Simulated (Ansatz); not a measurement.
**Run report: GeH3F, molecular dynamics (part 3 of 3)**

The same run, continued: GeH3F; RKS B3LYP-D4/def2-SVP (Ansatz 0.2.0). It belongs to a series of runs on one base structure; here: dynamics from the highest image of the converged band.

### What the program printed, continued
```
md step   199: t =    99.50 fs  T =  5609.1 K  F+E_penalty+E_count = -59276.10817007 eV  E_kin = 2.175101 eV  conserved = -59273.93306882 eV  (22 SCF iters, 3 dispersion substeps)
these checks for a lower state are left out or cut short: starts, cluster_reference, orbital_swaps, neighbouring_geometries, increment
650 factors; integrals over basis functions are off by at most 5.7e-4 eV
mean field -59276.05108157 eV, -2178.3546984973 hartree, gradient 7.5e-6 eV, S^2 0.000000; 0 other end points of the search recorded, 0 dependent functions left out
the calculation of the forces begins
reference -59276.05128123 eV, -2178.3547058345 hartree; 22, 22 occupied and 39, 39 virtual orbitals, 650 factors
650 factors; integrals over basis functions are off by at most 5.7e-4 eV
mean field evaluation 1248: about -59276.0511 eV, gradient 1.0e-3 eV
mean field -59276.05108157 eV, -2178.3546984973 hartree, gradient 7.5e-6 eV, S^2 0.000000; 1 other end points of the search recorded, 0 dependent functions left out
the calculation of the forces begins
reference -59276.05128123 eV, -2178.3547058345 hartree; 22, 22 occupied and 39, 39 virtual orbitals, 650 factors
md step   200: t =   100.00 fs  T =  5666.3 K  F+E_penalty+E_count = -59276.13074386 eV  E_kin = 2.197291 eV  conserved = -59273.93345328 eV  (23 SCF iters, 3 dispersion substeps)
```

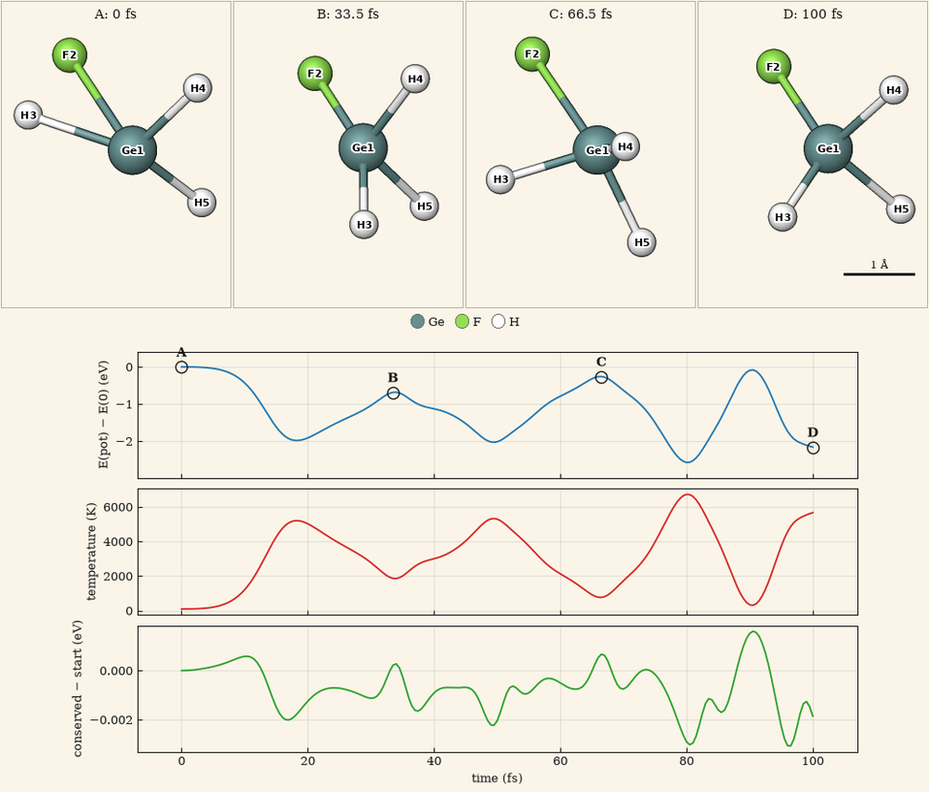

Fig. 1: Frames of the molecular dynamics (ball-and-stick, seen at a tilt) above the curves, on which the letters mark them. The trajectory kept here has 201 frames over 100 fs. The temperature starts at 100 K, ranges from 100 to 6727 K and averages 3277 K over the second half. The potential energy ends 2.160 eV below its first value. The conserved quantity stays within 0.0047 eV. After an unweighted best fit of the last frame on the first, the root-mean-square displacement is 0.68 Å.

```
Total energy: -59276.13094351 eV, -2178.3576333695 hartree
Atom 0 at     0.243974    -0.002692    -0.285050 Å, force    -3.751465     0.329577     1.323661 eV/Å
Atom 1 at     0.850796     0.008868     1.372848 Å, force     0.273488    -0.049004    -0.848804 eV/Å
Atom 2 at     1.024809    -0.000596    -1.489318 Å, force     2.138188     0.014090    -1.308416 eV/Å
Atom 3 at    -0.729891     1.283773    -0.443811 Å, force     0.764715    -0.716342     0.392655 eV/Å
Atom 4 at    -0.724518    -1.256324    -0.464494 Å, force     0.575074     0.421678     0.440904 eV/Å
Dipole moment:     0.024732    -0.016472    -0.370650 e Å
```

### Trajectory as extended XYZ (Å, eV, eV/Å), 18 of the 201 frames kept, from step=0 to step=200
```
5
Properties=species:S:1:pos:R:3:forces:R:3 step=0 time_fs=0.0 energy=-59273.97038 temperature=100.0
Ge    0.1988    0.0000   -0.3546   -0.0070   0.0000  -0.0077
F     0.9941    0.0000    1.5242    0.0073   0.0000   0.0093
H     1.6447    0.0000    0.4284   -0.0076   0.0000  -0.0005
H    -0.7608    1.2278   -0.3335    0.0037  -0.0036  -0.0006
H    -0.7608   -1.2278   -0.3335    0.0037   0.0036  -0.0006
5
Properties=species:S:1:pos:R:3:forces:R:3 step=12 time_fs=6.0 energy=-59274.04258 temperature=286.8
Ge    0.1992    0.0007   -0.3546    0.4656   0.1349   1.5778
F     0.9883   -0.0027    1.5310   -0.6233   0.0545  -0.3446
H     1.6754    0.0019    0.2611    0.0135   0.0024  -0.8489
H    -0.7491    1.2388   -0.3517    0.1619  -0.0680  -0.1542
H    -0.7181   -1.2383   -0.2762   -0.0177  -0.1237  -0.2301
5
Properties=species:S:1:pos:R:3:forces:R:3 step=24 time_fs=12.0 energy=-59274.81174 temperature=2270.5
Ge    0.2017    0.0016   -0.3466    1.2202  -0.3957   4.0508
F     0.9702   -0.0043    1.5301   -1.6562   0.1071  -1.5779
H     1.7240    0.0043   -0.2043    0.1389  -0.0070  -1.6847
H    -0.6900    1.2402   -0.4252    0.0713   0.2128  -0.3282
H    -0.6701   -1.2784   -0.3000    0.2257   0.0829  -0.4600
5
Properties=species:S:1:pos:R:3:forces:R:3 step=35 time_fs=17.5 energy=-59275.93646 temperature=5165.1
Ge    0.2100    0.0013   -0.3239    3.4712   0.0931   2.4944
F     0.9291   -0.0042    1.5040   -1.5818   0.1212  -2.9970
H     1.7295    0.0041   -1.0573   -1.8811  -0.0210   0.4484
H    -0.6108    1.2852   -0.5736    0.0762  -0.1201   0.1270
H    -0.5766   -1.3030   -0.4431   -0.0845  -0.0732  -0.0728
5
Properties=species:S:1:pos:R:3:forces:R:3 step=47 time_fs=23.5 energy=-59275.57224 temperature=4229.0
Ge    0.2328    0.0010   -0.2890    1.2897  -0.1863  -1.8316
F     0.8581   -0.0020    1.4265   -0.4637   0.0804  -2.0822
H     1.2396   -0.0025   -1.8325   -0.5051  -0.0162   2.4546
H    -0.5070    1.3037   -0.6830   -0.1838  -0.0854   0.7889
H    -0.4913   -1.3347   -0.6091   -0.1372   0.2075   0.6704
5
Properties=species:S:1:pos:R:3:forces:R:3 step=59 time_fs=29.5 energy=-59275.06314 temperature=2915.2
Ge    0.2612   -0.0001   -0.2625   -2.7243  -0.1641  -4.9870
F     0.7805    0.0016    1.3162    1.8484  -0.0132   2.3073
H     0.5972   -0.0127   -1.8567    1.9089   0.0537   0.8717
H    -0.4730    1.3105   -0.5391   -0.5414   0.3058   0.8586
H    -0.4666   -1.3222   -0.5584   -0.4915  -0.1821   0.9494
5
Properties=species:S:1:pos:R:3:forces:R:3 step=71 time_fs=35.5 energy=-59274.76139 temperature=2138.1
Ge    0.2763   -0.0016   -0.2578   -6.5270   0.3551  -5.1816
F     0.7369    0.0049    1.2498    4.0894  -0.1018   7.0695
H     0.5517   -0.0057   -1.6890    2.1287   0.0744  -1.5228
H    -0.5834    1.3638   -0.1360    0.2409  -0.7426  -0.3232
H    -0.5820   -1.3368   -0.2157    0.0680   0.4148  -0.0419
5
Properties=species:S:1:pos:R:3:forces:R:3 step=82 time_fs=41.0 energy=-59275.14119 temperature=3117.4
Ge    0.2658   -0.0018   -0.2751   -3.5525  -0.0140  -3.4476
F     0.7579    0.0064    1.2900    3.3668  -0.1466   4.1394
H     1.0761    0.0195   -1.7886   -0.4980  -0.0434   2.0738
H    -0.6437    1.2458    0.1485    0.2146  -0.1053  -1.4574
H    -0.6825   -1.2583    0.0869    0.4691   0.3093  -1.3082
5
Properties=species:S:1:pos:R:3:forces:R:3 step=94 time_fs=47.0 energy=-59275.77982 temperature=4763.2
Ge    0.2396   -0.0020   -0.3081    1.5951   0.1115   2.0460
F     0.8362    0.0058    1.4018    0.6346  -0.0338  -0.9131
H     1.5164    0.0343   -1.3433   -1.4406  -0.0884   0.8282
H    -0.6715    1.1309    0.0313   -0.4308   1.2716  -0.9725
H    -0.6805   -1.1300    0.0320   -0.3583  -1.2609  -0.9886
5
Properties=species:S:1:pos:R:3:forces:R:3 step=106 time_fs=53.0 energy=-59275.65265 temperature=4436.4
Ge    0.2158   -0.0016   -0.3318   -1.0628   0.3014   4.4713
F     0.9269    0.0044    1.5028   -1.5926   0.0203  -2.5020
H     1.6374    0.0245   -0.6818    1.0058  -0.0115  -1.4675
H    -0.7545    1.3001   -0.4273    0.9392  -0.9143  -0.1886
H    -0.7170   -1.2935   -0.3692    0.7104   0.6042  -0.3131
5
Properties=species:S:1:pos:R:3:forces:R:3 step=118 time_fs=59.0 energy=-59274.84913 temperature=2365.2
Ge    0.1919    0.0001   -0.3363    3.3692  -0.3484   1.8679
F     0.9906    0.0033    1.5603   -2.4852   0.0430  -2.4082
H     1.8423    0.0069   -0.4407   -1.6447  -0.0045  -1.0858
H    -0.5860    1.2523   -0.9405    0.3208  -0.4186   0.8244
H    -0.5671   -1.3249   -0.8578    0.4399   0.7286   0.8016
5
Properties=species:S:1:pos:R:3:forces:R:3 step=129 time_fs=64.5 energy=-59274.33637 temperature=1043.0
Ge    0.1824    0.0004   -0.3313    3.5655  -0.1242   1.9355
F     1.0101    0.0030    1.5741   -2.6864   0.0529  -2.4903
H     1.6650   -0.0099   -0.5464    0.7218   0.0410  -0.8070
H    -0.3421    1.1100   -1.2047   -0.7946   1.1756   0.6820
H    -0.3174   -1.1859   -1.1058   -0.8063  -1.1452   0.6799
5
Properties=species:S:1:pos:R:3:forces:R:3 step=141 time_fs=70.5 energy=-59274.67047 temperature=1903.6
Ge    0.1878    0.0002   -0.3180    3.6928  -0.0882   0.1551
F     0.9850    0.0035    1.5442   -2.4227   0.0530  -3.1145
H     1.6406   -0.0158   -0.9241   -0.1924   0.0506   0.1948
H    -0.2916    1.2343   -1.2169   -0.5002  -0.1310   1.4590
H    -0.2624   -1.2967   -1.1111   -0.5775   0.1156   1.3055
5
Properties=species:S:1:pos:R:3:forces:R:3 step=153 time_fs=76.5 energy=-59275.87673 temperature=5014.2
Ge    0.2098   -0.0006   -0.3028    3.3518  -0.3349   0.0927
F     0.9165    0.0051    1.4592   -1.5281   0.0445  -2.6224
H     1.6219   -0.0066   -1.2471   -1.3567   0.0037   1.0963
H    -0.4207    1.3536   -0.7805   -0.2861  -0.4844   0.7325
H    -0.4079   -1.4024   -0.7157   -0.1809   0.7711   0.7009
5
Properties=species:S:1:pos:R:3:forces:R:3 step=165 time_fs=82.5 energy=-59276.20071 temperature=5847.0
Ge    0.2453   -0.0023   -0.2865   -3.2944   0.3532   1.9715
F     0.8230    0.0073    1.3310    1.2605   0.0002   1.0862
H     1.2599    0.0050   -1.2957    1.6412  -0.0037  -1.5091
H    -0.6366    1.3095   -0.1089    0.3032  -0.5558  -0.7874
H    -0.6246   -1.2859   -0.1014    0.0894   0.2061  -0.7612
5
Properties=species:S:1:pos:R:3:forces:R:3 step=176 time_fs=88.0 energy=-59274.47232 temperature=1394.7
Ge    0.2674   -0.0029   -0.2675   -5.5190   0.1867  -4.8657
F     0.7580    0.0094    1.2337    4.9985  -0.0842   7.6422
H     1.1883    0.0133   -1.5730   -0.4289  -0.0388   0.9765
H    -0.7627    1.1347    0.2837    0.4445   0.3085  -1.9458
H    -0.7922   -1.1134    0.2460    0.5049  -0.3722  -1.8072
5
Properties=species:S:1:pos:R:3:forces:R:3 step=188 time_fs=94.0 energy=-59274.98057 temperature=2702.5
Ge    0.2670   -0.0028   -0.2662   -4.4607  -0.0817  -5.0372
F     0.7684    0.0101    1.2507    4.2085  -0.1224   6.2386
H     1.0684    0.0112   -1.6504   -0.1098  -0.0332   1.2046
H    -0.7760    1.0589    0.1233    0.0191   1.1758  -1.2466
H    -0.8264   -1.0568    0.0769    0.3429  -0.9385  -1.1594
5
Properties=species:S:1:pos:R:3:forces:R:3 step=200 time_fs=100.0 energy=-59276.13074 temperature=5666.3
Ge    0.2440   -0.0027   -0.2851   -3.7515   0.3296   1.3237
F     0.8508    0.0089    1.3728    0.2735  -0.0490  -0.8488
H     1.0248   -0.0006   -1.4893    2.1382   0.0141  -1.3084
H    -0.7299    1.2838   -0.4438    0.7647  -0.7163   0.3927
H    -0.7245   -1.2563   -0.4645    0.5751   0.4217   0.4409
```

This output came from the following input.

### Input file
```yaml
crystal:
  periodic: [false, false, false]
  atoms:
    - { symbol: Ge, position_ang: [0.198831, 0.0, -0.354615] }
    - { symbol: F, position_ang: [0.994051, 0.0, 1.524237] }
    - { symbol: H, position_ang: [1.644735, 0.0, 0.428449] }
    - { symbol: H, position_ang: [-0.760808, 1.227752, -0.333486] }
    - { symbol: H, position_ang: [-0.760808, -1.227752, -0.333486] }
basis:
  gaussian: { orbitals: def2-SVP }
hamiltonian:
  xc: b3lyp
  dispersion: d4
md:
  timestep: 0.5
  n_steps: 200
  ensemble: nve
  temperature: 100.0
  initial_velocities: maxwell_boltzmann
  seed: 10858
```

Launched with:
```bash
ansatz run input.yaml --threads 1 --pin off --max-ram 2048MiB --backend cpu --events-out ev --progress --plain --runs-dir out
```

### Results in brief

| quantity | value |
| --- | --- |
| outcome | finished |
| mean temperature over the second half | 3277 K |
| trajectory | 200 steps, 100 fs |
| ensemble | nve |
| temperature in the input | 100.0 K |
| time step | 0.5 fs |
| potential energy (last step) | −59276.1309 eV |
| mean-field energy (last step) | −59276.0513 eV |
| largest force (length of the vector) (last step) | 3.992 eV/Å |
| hardware | 1 thread of AMD EPYC (Zen 3), 144 GiB of memory available, shared host |
| wall time | 5.4 min |
| peak memory | 0.13 GiB |

### Notes

So short a trajectory is not equilibrated.
